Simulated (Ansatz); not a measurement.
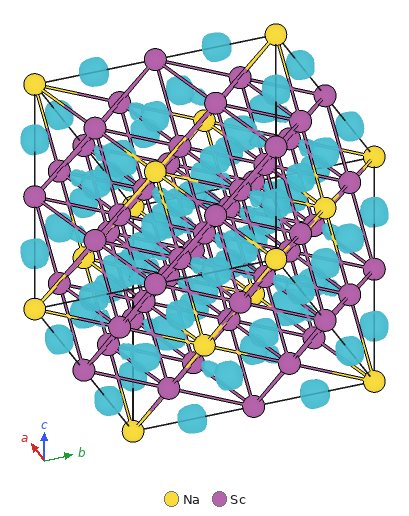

*NaSc7. Isosurface of the electron localisation function at 0.65 (cyan), seen at an oblique angle. Only the valence region is drawn (cores and ρ < 0.01 e/Å³ removed). Sticks mark near contacts.*

Space group Fm-3m; a structure generated by program, which may or may not match a known phase.

Computed with DFT PBE, scalar-relativistic, plane waves, PAW in Ansatz 0.2.0.

> Where are the electrons localised?

The ELF exceeds this value in 64 pockets between the atoms, centred on no nucleus (multi-centre or interstitial), counted in one cell of 32 atoms. Regions shared between cells count once. Profiles from the grid: Na–Sc (3.29 Å): the ELF is about 0.25 at the midpoint (no localised pair shows between them). Sc–Sc (3.29 Å): the ELF is about 0.25 at the midpoint; no shared electron pair shows on this line.
